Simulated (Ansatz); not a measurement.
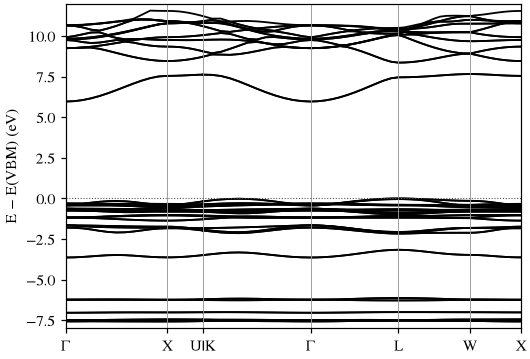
Figure: Band structure from r²SCAN with spin–orbit coupling (plane waves, PAW; program Ansatz)

Problem. Read off the gap and where the band edges lie.

Solution. About 6.0 eV (5.96 eV by a search for the band edges); maximum at L, minimum at Γ.

The material is Rb3InF6 in space group Fm-3m (No. 225; Rb on 8c, Rb on 4b, In on 4a, F on 24e).

The workflow started from a Materials Project entry (that database holds measured and hypothetical structures alike); the Crystallography Open Database copy checked does not list it. Its standing as an ambient phase is unchecked. Symmetry was held in the r²SCAN relaxation; its stability against distortions is not shown here.

Potentials: the later of the program's two PAW sets.
